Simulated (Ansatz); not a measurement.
Run report: CH6O2Si, molecular dynamics (part 2 of 3)

CH6O2Si; RHF/def2-SVP (Ansatz 0.2.0). It belongs to a series of runs on one base structure; here: dynamics from the highest image of the converged band.

Geometry of the input (Å):
```
Si 0.1799  0.0719  -0.4069
O  0.4330  0.2322  1.4109
C  -0.0839  -0.4610  2.5216
H  -0.6583  -1.3343  2.2087
H  0.7326  -0.7863  3.1645
H  -0.7299  0.2079  3.0898
H  1.3991  -0.0417  0.6603
O  -0.6109  1.4039  -0.9759
H  -1.5549  1.4174  -0.9944
H  -0.8295  -1.0343  -0.4547
```

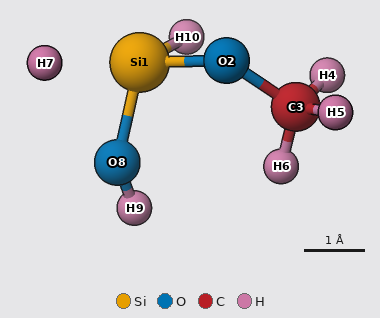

**Figure 1.** The geometry at step 153 of the log (ball-and-stick view, seen on its broad side; atoms are numbered from 1 in the order of the input).

Output, continued
```
md step   104: t =    52.00 fs  T =  2451.3 K  F+E_penalty+E_count = -13055.43561065 eV  E_kin = 2.534806 eV  conserved = -13052.90080459 eV  (33 SCF iters)
md step   105: t =    52.50 fs  T =  2531.2 K  F+E_penalty+E_count = -13055.51459992 eV  E_kin = 2.617438 eV  conserved = -13052.89716221 eV  (32 SCF iters)
md step   106: t =    53.00 fs  T =  2492.6 K  F+E_penalty+E_count = -13055.47108480 eV  E_kin = 2.577561 eV  conserved = -13052.89352418 eV  (33 SCF iters)
md step   107: t =    53.50 fs  T =  2378.5 K  F+E_penalty+E_count = -13055.35037244 eV  E_kin = 2.459519 eV  conserved = -13052.89085311 eV  (34 SCF iters)
md step   108: t =    54.00 fs  T =  2222.1 K  F+E_penalty+E_count = -13055.18701040 eV  E_kin = 2.297784 eV  conserved = -13052.88922630 eV  (32 SCF iters)
md step   109: t =    54.50 fs  T =  2044.1 K  F+E_penalty+E_count = -13055.00205484 eV  E_kin = 2.113719 eV  conserved = -13052.88833573 eV  (33 SCF iters)
md step   110: t =    55.00 fs  T =  1855.8 K  F+E_penalty+E_count = -13054.80676665 eV  E_kin = 1.918999 eV  conserved = -13052.88776743 eV  (32 SCF iters)
md step   111: t =    55.50 fs  T =  1664.5 K  F+E_penalty+E_count = -13054.60838657 eV  E_kin = 1.721223 eV  conserved = -13052.88716339 eV  (33 SCF iters)
md step   112: t =    56.00 fs  T =  1478.5 K  F+E_penalty+E_count = -13054.41523235 eV  E_kin = 1.528870 eV  conserved = -13052.88636228 eV  (32 SCF iters)
md step   113: t =    56.50 fs  T =  1308.8 K  F+E_penalty+E_count = -13054.23889412 eV  E_kin = 1.353421 eV  conserved = -13052.88547361 eV  (34 SCF iters)
md step   114: t =    57.00 fs  T =  1167.9 K  F+E_penalty+E_count = -13054.09247000 eV  E_kin = 1.207689 eV  conserved = -13052.88478075 eV  (34 SCF iters)
md step   115: t =    57.50 fs  T =  1065.5 K  F+E_penalty+E_count = -13053.98628447 eV  E_kin = 1.101776 eV  conserved = -13052.88450836 eV  (34 SCF iters)
md step   116: t =    58.00 fs  T =  1005.6 K  F+E_penalty+E_count = -13053.92453687 eV  E_kin = 1.039903 eV  conserved = -13052.88463403 eV  (34 SCF iters)
md step   117: t =    58.50 fs  T =   986.9 K  F+E_penalty+E_count = -13053.90548125 eV  E_kin = 1.020533 eV  conserved = -13052.88494781 eV  (34 SCF iters)
md step   118: t =    59.00 fs  T =  1005.0 K  F+E_penalty+E_count = -13053.92444441 eV  E_kin = 1.039211 eV  conserved = -13052.88523370 eV  (34 SCF iters)
md step   119: t =    59.50 fs  T =  1055.7 K  F+E_penalty+E_count = -13053.97705802 eV  E_kin = 1.091667 eV  conserved = -13052.88539073 eV  (34 SCF iters)
md step   120: t =    60.00 fs  T =  1136.7 K  F+E_penalty+E_count = -13054.06086871 eV  E_kin = 1.175440 eV  conserved = -13052.88542882 eV  (34 SCF iters)
md step   121: t =    60.50 fs  T =  1247.4 K  F+E_penalty+E_count = -13054.17527541 eV  E_kin = 1.289866 eV  conserved = -13052.88540893 eV  (34 SCF iters)
md step   122: t =    61.00 fs  T =  1387.9 K  F+E_penalty+E_count = -13054.32062607 eV  E_kin = 1.435228 eV  conserved = -13052.88539794 eV  (34 SCF iters)
md step   123: t =    61.50 fs  T =  1558.6 K  F+E_penalty+E_count = -13054.49719698 eV  E_kin = 1.611746 eV  conserved = -13052.88545108 eV  (34 SCF iters)
md step   124: t =    62.00 fs  T =  1758.8 K  F+E_penalty+E_count = -13054.70438498 eV  E_kin = 1.818777 eV  conserved = -13052.88560839 eV  (34 SCF iters)
md step   125: t =    62.50 fs  T =  1986.6 K  F+E_penalty+E_count = -13054.94017712 eV  E_kin = 2.054277 eV  conserved = -13052.88589979 eV  (32 SCF iters)
md step   126: t =    63.00 fs  T =  2238.2 K  F+E_penalty+E_count = -13055.20081306 eV  E_kin = 2.314451 eV  conserved = -13052.88636233 eV  (32 SCF iters)
md step   127: t =    63.50 fs  T =  2507.8 K  F+E_penalty+E_count = -13055.48036369 eV  E_kin = 2.593284 eV  conserved = -13052.88707933 eV  (33 SCF iters)
md step   128: t =    64.00 fs  T =  2786.4 K  F+E_penalty+E_count = -13055.76959209 eV  E_kin = 2.881349 eV  conserved = -13052.88824346 eV  (34 SCF iters)
md step   129: t =    64.50 fs  T =  3058.8 K  F+E_penalty+E_count = -13056.05320835 eV  E_kin = 3.163039 eV  conserved = -13052.89016973 eV  (32 SCF iters)
md step   130: t =    65.00 fs  T =  3300.0 K  F+E_penalty+E_count = -13056.30553120 eV  E_kin = 3.412434 eV  conserved = -13052.89309750 eV  (31 SCF iters)
md step   131: t =    65.50 fs  T =  3472.6 K  F+E_penalty+E_count = -13056.48765566 eV  E_kin = 3.590962 eV  conserved = -13052.89669388 eV  (32 SCF iters)
md step   132: t =    66.00 fs  T =  3533.3 K  F+E_penalty+E_count = -13056.55323543 eV  E_kin = 3.653742 eV  conserved = -13052.89949346 eV  (32 SCF iters)
md step   133: t =    66.50 fs  T =  3453.3 K  F+E_penalty+E_count = -13056.47001142 eV  E_kin = 3.570956 eV  conserved = -13052.89905559 eV  (32 SCF iters)
md step   134: t =    67.00 fs  T =  3248.9 K  F+E_penalty+E_count = -13056.25338113 eV  E_kin = 3.359653 eV  conserved = -13052.89372855 eV  (32 SCF iters)
md step   135: t =    67.50 fs  T =  2998.8 K  F+E_penalty+E_count = -13055.98643954 eV  E_kin = 3.100974 eV  conserved = -13052.88546533 eV  (32 SCF iters)
md step   136: t =    68.00 fs  T =  2813.6 K  F+E_penalty+E_count = -13055.78956646 eV  E_kin = 2.909511 eV  conserved = -13052.88005511 eV  (32 SCF iters)
md step   137: t =    68.50 fs  T =  2764.6 K  F+E_penalty+E_count = -13055.74057692 eV  E_kin = 2.858835 eV  conserved = -13052.88174203 eV  (33 SCF iters)
md step   138: t =    69.00 fs  T =  2832.6 K  F+E_penalty+E_count = -13055.81737508 eV  E_kin = 2.929128 eV  conserved = -13052.88824730 eV  (32 SCF iters)
md step   139: t =    69.50 fs  T =  2932.4 K  F+E_penalty+E_count = -13055.92640784 eV  E_kin = 3.032336 eV  conserved = -13052.89407136 eV  (32 SCF iters)
md step   140: t =    70.00 fs  T =  2979.3 K  F+E_penalty+E_count = -13055.97720613 eV  E_kin = 3.080850 eV  conserved = -13052.89635594 eV  (32 SCF iters)
md step   141: t =    70.50 fs  T =  2930.6 K  F+E_penalty+E_count = -13055.92612733 eV  E_kin = 3.030464 eV  conserved = -13052.89566363 eV  (32 SCF iters)
md step   142: t =    71.00 fs  T =  2784.7 K  F+E_penalty+E_count = -13055.77325934 eV  E_kin = 2.879635 eV  conserved = -13052.89362464 eV  (33 SCF iters)
md step   143: t =    71.50 fs  T =  2562.7 K  F+E_penalty+E_count = -13055.54140881 eV  E_kin = 2.650061 eV  conserved = -13052.89134768 eV  (32 SCF iters)
md step   144: t =    72.00 fs  T =  2292.7 K  F+E_penalty+E_count = -13055.26004819 eV  E_kin = 2.370787 eV  conserved = -13052.88926089 eV  (32 SCF iters)
md step   145: t =    72.50 fs  T =  2002.3 K  F+E_penalty+E_count = -13054.95801972 eV  E_kin = 2.070504 eV  conserved = -13052.88751591 eV  (32 SCF iters)
md step   146: t =    73.00 fs  T =  1715.7 K  F+E_penalty+E_count = -13054.66035141 eV  E_kin = 1.774122 eV  conserved = -13052.88622977 eV  (32 SCF iters)
md step   147: t =    73.50 fs  T =  1451.1 K  F+E_penalty+E_count = -13054.38600416 eV  E_kin = 1.500562 eV  conserved = -13052.88544261 eV  (32 SCF iters)
md step   148: t =    74.00 fs  T =  1220.3 K  F+E_penalty+E_count = -13054.14696101 eV  E_kin = 1.261930 eV  conserved = -13052.88503058 eV  (32 SCF iters)
md step   149: t =    74.50 fs  T =  1029.9 K  F+E_penalty+E_count = -13053.94980164 eV  E_kin = 1.065031 eV  conserved = -13052.88477097 eV  (34 SCF iters)
md step   150: t =    75.00 fs  T =   884.3 K  F+E_penalty+E_count = -13053.79891642 eV  E_kin = 0.914440 eV  conserved = -13052.88447614 eV  (34 SCF iters)
md step   151: t =    75.50 fs  T =   788.2 K  F+E_penalty+E_count = -13053.69920847 eV  E_kin = 0.815112 eV  conserved = -13052.88409669 eV  (33 SCF iters)
md step   152: t =    76.00 fs  T =   747.7 K  F+E_penalty+E_count = -13053.65684077 eV  E_kin = 0.773145 eV  conserved = -13052.88369611 eV  (34 SCF iters)
md step   153: t =    76.50 fs  T =   768.7 K  F+E_penalty+E_count = -13053.67826113 eV  E_kin = 0.794875 eV  conserved = -13052.88338645 eV  (34 SCF iters)
md step   154: t =    77.00 fs  T =   856.0 K  F+E_penalty+E_count = -13053.76843808 eV  E_kin = 0.885157 eV  conserved = -13052.88328116 eV  (34 SCF iters)
md step   155: t =    77.50 fs  T =  1011.1 K  F+E_penalty+E_count = -13053.92907053 eV  E_kin = 1.045597 eV  conserved = -13052.88347313 eV  (33 SCF iters)
md step   156: t =    78.00 fs  T =  1231.2 K  F+E_penalty+E_count = -13054.15718586 eV  E_kin = 1.273171 eV  conserved = -13052.88401525 eV  (34 SCF iters)
md step   157: t =    78.50 fs  T =  1508.1 K  F+E_penalty+E_count = -13054.44442175 eV  E_kin = 1.559512 eV  conserved = -13052.88490970 eV  (33 SCF iters)
md step   158: t =    79.00 fs  T =  1828.7 K  F+E_penalty+E_count = -13054.77717012 eV  E_kin = 1.891051 eV  conserved = -13052.88611904 eV  (32 SCF iters)
md step   159: t =    79.50 fs  T =  2175.6 K  F+E_penalty+E_count = -13055.13737579 eV  E_kin = 2.249765 eV  conserved = -13052.88761100 eV  (33 SCF iters)
md step   160: t =    80.00 fs  T =  2527.6 K  F+E_penalty+E_count = -13055.50317201 eV  E_kin = 2.613743 eV  conserved = -13052.88942898 eV  (32 SCF iters)
md step   161: t =    80.50 fs  T =  2859.3 K  F+E_penalty+E_count = -13055.84842112 eV  E_kin = 2.956777 eV  conserved = -13052.89164387 eV  (32 SCF iters)
md step   162: t =    81.00 fs  T =  3141.0 K  F+E_penalty+E_count = -13056.14203861 eV  E_kin = 3.247998 eV  conserved = -13052.89404039 eV  (32 SCF iters)
md step   163: t =    81.50 fs  T =  3341.8 K  F+E_penalty+E_count = -13056.35141825 eV  E_kin = 3.455664 eV  conserved = -13052.89575429 eV  (32 SCF iters)
md step   164: t =    82.00 fs  T =  3442.1 K  F+E_penalty+E_count = -13056.45478647 eV  E_kin = 3.559375 eV  conserved = -13052.89541119 eV  (32 SCF iters)
md step   165: t =    82.50 fs  T =  3449.9 K  F+E_penalty+E_count = -13056.45976584 eV  E_kin = 3.567493 eV  conserved = -13052.89227247 eV  (32 SCF iters)
md step   166: t =    83.00 fs  T =  3408.3 K  F+E_penalty+E_count = -13056.41216966 eV  E_kin = 3.524490 eV  conserved = -13052.88767944 eV  (32 SCF iters)
md step   167: t =    83.50 fs  T =  3376.6 K  F+E_penalty+E_count = -13056.37646132 eV  E_kin = 3.491684 eV  conserved = -13052.88477688 eV  (32 SCF iters)
md step   168: t =    84.00 fs  T =  3391.9 K  F+E_penalty+E_count = -13056.39314359 eV  E_kin = 3.507458 eV  conserved = -13052.88568598 eV  (32 SCF iters)
md step   169: t =    84.50 fs  T =  3443.6 K  F+E_penalty+E_count = -13056.45025331 eV  E_kin = 3.560966 eV  conserved = -13052.88928712 eV  (32 SCF iters)
md step   170: t =    85.00 fs  T =  3485.8 K  F+E_penalty+E_count = -13056.49732297 eV  E_kin = 3.604609 eV  conserved = -13052.89271412 eV  (32 SCF iters)
md step   171: t =    85.50 fs  T =  3471.2 K  F+E_penalty+E_count = -13056.48364992 eV  E_kin = 3.589468 eV  conserved = -13052.89418185 eV  (33 SCF iters)
md step   172: t =    86.00 fs  T =  3375.4 K  F+E_penalty+E_count = -13056.38416935 eV  E_kin = 3.490451 eV  conserved = -13052.89371822 eV  (32 SCF iters)
md step   173: t =    86.50 fs  T =  3200.0 K  F+E_penalty+E_count = -13056.20124904 eV  E_kin = 3.309092 eV  conserved = -13052.89215709 eV  (32 SCF iters)
md step   174: t =    87.00 fs  T =  2963.1 K  F+E_penalty+E_count = -13055.95433705 eV  E_kin = 3.064123 eV  conserved = -13052.89021401 eV  (33 SCF iters)
md step   175: t =    87.50 fs  T =  2690.1 K  F+E_penalty+E_count = -13055.67002067 eV  E_kin = 2.781733 eV  conserved = -13052.88828812 eV  (33 SCF iters)
md step   176: t =    88.00 fs  T =  2407.2 K  F+E_penalty+E_count = -13055.37583348 eV  E_kin = 2.489188 eV  conserved = -13052.88664535 eV  (33 SCF iters)
md step   177: t =    88.50 fs  T =  2137.4 K  F+E_penalty+E_count = -13055.09577990 eV  E_kin = 2.210254 eV  conserved = -13052.88552625 eV  (33 SCF iters)
md step   178: t =    89.00 fs  T =  1896.7 K  F+E_penalty+E_count = -13054.84637913 eV  E_kin = 1.961339 eV  conserved = -13052.88504050 eV  (33 SCF iters)
md step   179: t =    89.50 fs  T =  1692.1 K  F+E_penalty+E_count = -13054.63483183 eV  E_kin = 1.749787 eV  conserved = -13052.88504516 eV  (32 SCF iters)
md step   180: t =    90.00 fs  T =  1523.8 K  F+E_penalty+E_count = -13054.46098311 eV  E_kin = 1.575751 eV  conserved = -13052.88523195 eV  (34 SCF iters)
md step   181: t =    90.50 fs  T =  1389.1 K  F+E_penalty+E_count = -13054.32181791 eV  E_kin = 1.436470 eV  conserved = -13052.88534766 eV  (34 SCF iters)
md step   182: t =    91.00 fs  T =  1286.1 K  F+E_penalty+E_count = -13054.21528410 eV  E_kin = 1.329963 eV  conserved = -13052.88532105 eV  (34 SCF iters)
md step   183: t =    91.50 fs  T =  1214.8 K  F+E_penalty+E_count = -13054.14147449 eV  E_kin = 1.256248 eV  conserved = -13052.88522602 eV  (34 SCF iters)
md step   184: t =    92.00 fs  T =  1176.3 K  F+E_penalty+E_count = -13054.10156384 eV  E_kin = 1.216382 eV  conserved = -13052.88518213 eV  (34 SCF iters)
md step   185: t =    92.50 fs  T =  1170.8 K  F+E_penalty+E_count = -13054.09595408 eV  E_kin = 1.210669 eV  conserved = -13052.88528476 eV  (34 SCF iters)
md step   186: t =    93.00 fs  T =  1196.4 K  F+E_penalty+E_count = -13054.12275411 eV  E_kin = 1.237174 eV  conserved = -13052.88558026 eV  (34 SCF iters)
md step   187: t =    93.50 fs  T =  1248.5 K  F+E_penalty+E_count = -13054.17706491 eV  E_kin = 1.291002 eV  conserved = -13052.88606250 eV  (34 SCF iters)
md step   188: t =    94.00 fs  T =  1319.5 K  F+E_penalty+E_count = -13054.25116062 eV  E_kin = 1.364480 eV  conserved = -13052.88668031 eV  (34 SCF iters)
md step   189: t =    94.50 fs  T =  1400.3 K  F+E_penalty+E_count = -13054.33543100 eV  E_kin = 1.448063 eV  conserved = -13052.88736790 eV  (34 SCF iters)
md step   190: t =    95.00 fs  T =  1481.0 K  F+E_penalty+E_count = -13054.41954569 eV  E_kin = 1.531427 eV  conserved = -13052.88811864 eV  (34 SCF iters)
md step   191: t =    95.50 fs  T =  1550.8 K  F+E_penalty+E_count = -13054.49272780 eV  E_kin = 1.603673 eV  conserved = -13052.88905436 eV  (35 SCF iters)
md step   192: t =    96.00 fs  T =  1597.4 K  F+E_penalty+E_count = -13054.54220877 eV  E_kin = 1.651845 eV  conserved = -13052.89036397 eV  (34 SCF iters)
md step   193: t =    96.50 fs  T =  1604.3 K  F+E_penalty+E_count = -13054.55098255 eV  E_kin = 1.658986 eV  conserved = -13052.89199681 eV  (34 SCF iters)
md step   194: t =    97.00 fs  T =  1553.1 K  F+E_penalty+E_count = -13054.49927452 eV  E_kin = 1.605993 eV  conserved = -13052.89328197 eV  (33 SCF iters)
md step   195: t =    97.50 fs  T =  1433.1 K  F+E_penalty+E_count = -13054.37481714 eV  E_kin = 1.481893 eV  conserved = -13052.89292427 eV  (33 SCF iters)
md step   196: t =    98.00 fs  T =  1258.5 K  F+E_penalty+E_count = -13054.19118320 eV  E_kin = 1.301380 eV  conserved = -13052.88980320 eV  (33 SCF iters)
md step   197: t =    98.50 fs  T =  1080.7 K  F+E_penalty+E_count = -13054.00200295 eV  E_kin = 1.117582 eV  conserved = -13052.88442126 eV  (34 SCF iters)
md step   198: t =    99.00 fs  T =   978.0 K  F+E_penalty+E_count = -13053.89094822 eV  E_kin = 1.011284 eV  conserved = -13052.87966389 eV  (34 SCF iters)
md step   199: t =    99.50 fs  T =  1015.6 K  F+E_penalty+E_count = -13053.92914566 eV  E_kin = 1.050169 eV  conserved = -13052.87897702 eV  (34 SCF iters)
these checks for a lower state are left out or cut short: starts, cluster_reference, orbital_swaps, neighbouring_geometries, increment
946 factors; integrals over basis functions are off by at most 7.6e-4 eV
mean field -13054.12705254 eV, -479.7303207759 hartree, gradient 2.3e-5 eV, S^2 0.000000; 0 other end points of the search recorded, 0 dependent functions left out
the calculation of the forces begins
reference -13054.12705254 eV, -479.7303207759 hartree; 21, 21 occupied and 69, 69 virtual orbitals, 946 factors
946 factors; integrals over basis functions are off by at most 7.6e-4 eV
mean field evaluation 1536: about -13054.0904 eV, gradient 3.3e0 eV
mean field -13054.12705254 eV, -479.7303207759 hartree, gradient 2.3e-5 eV, S^2 0.000000; 1 other end points of the search recorded, 0 dependent functions left out
the calculation of the forces begins
reference -13054.12705254 eV, -479.7303207759 hartree; 21, 21 occupied and 69, 69 virtual orbitals, 946 factors
md step   200: t =   100.00 fs  T =  1203.1 K  F+E_penalty+E_count = -13054.12705254 eV  E_kin = 1.244133 eV  conserved = -13052.88291966 eV  (33 SCF iters)
```

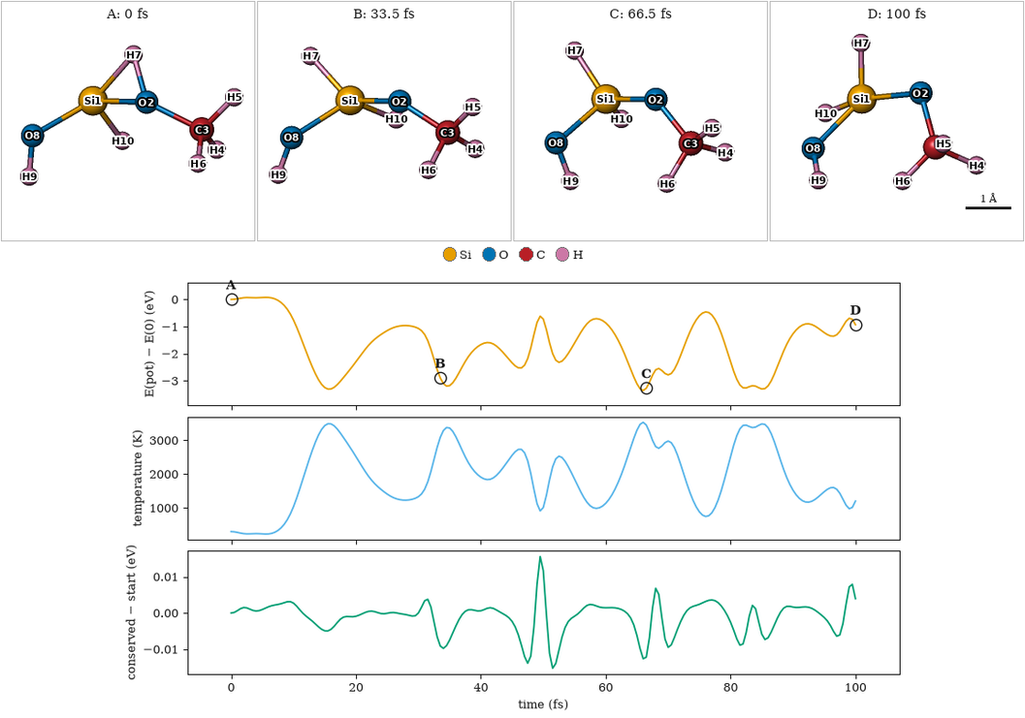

**Figure 2.** Frames of the molecular dynamics (ball-and-stick, seen at a tilt) above the curves, on which the letters mark them. The trajectory kept here has 201 frames over 100 fs. The temperature starts at 300 K, ranges from 228 to 3533 K and averages 2023 K over the second half. The potential energy ends 0.930 eV below its first value. The conserved quantity stays within 0.031 eV. After an unweighted best fit of the last frame on the first, the root-mean-square displacement is 1.00 Å.

```
Total energy: -13054.12705254 eV, -479.7303207759 hartree
Atom 0 at     0.301283     0.047023    -0.342822 Å, force    -3.706877     1.599387    -0.046713 eV/Å
Atom 1 at     0.722530    -0.149699     1.303154 Å, force    -3.588648    -0.032241    -0.760763 eV/Å
Atom 2 at    -0.373057     0.060836     2.161085 Å, force     0.226833    -1.123871     2.041007 eV/Å
Atom 3 at    -0.735571    -0.910004     2.574138 Å, force     0.323113     0.640394    -0.149201 eV/Å
Atom 4 at    -0.130274     0.714482     3.027839 Å, force     0.212698    -0.447268    -0.680691 eV/Å
Atom 5 at    -1.227225     0.507738     1.677838 Å, force    -0.210601     0.176030    -0.184034 eV/Å
Atom 6 at     1.562440     0.105912    -0.512942 Å, force     6.246264     0.835296    -1.962636 eV/Å
Atom 7 at    -0.856729     1.224712    -0.552261 Å, force    -1.262658     1.453279     2.672188 eV/Å
Atom 8 at    -1.470863     1.606695     0.094912 Å, force     1.360651    -0.164470    -0.965034 eV/Å
Atom 9 at    -0.269673    -0.215799    -1.694028 Å, force     0.399225    -2.936538     0.035878 eV/Å
Dipole moment:    -0.437182    -0.054227     0.387694 e Å
```

Trajectory as extended XYZ (Å, eV, eV/Å), 20 of the 201 frames kept, from step=0 to step=200
```
10
Properties=species:S:1:pos:R:3:forces:R:3 step=0 time_fs=0.0 energy=-13053.19710 temperature=300.0
Si    0.1799    0.0719   -0.4069   -0.0034  -0.0034   0.0022
O     0.4330    0.2322    1.4109    0.0151   0.0035   0.0126
C    -0.0839   -0.4610    2.5216   -0.0007  -0.0049  -0.0174
H    -0.6583   -1.3343    2.2087   -0.0008  -0.0059   0.0037
H     0.7326   -0.7863    3.1645    0.0011   0.0029   0.0032
H    -0.7299    0.2079    3.0898   -0.0093   0.0038   0.0040
H     1.3991   -0.0417    0.6603   -0.0013  -0.0008  -0.0067
O    -0.6109    1.4039   -0.9759    0.0201   0.0057  -0.0056
H    -1.5549    1.4174   -0.9944   -0.0194  -0.0048   0.0025
H    -0.8295   -1.0343   -0.4547   -0.0014   0.0040   0.0016
```
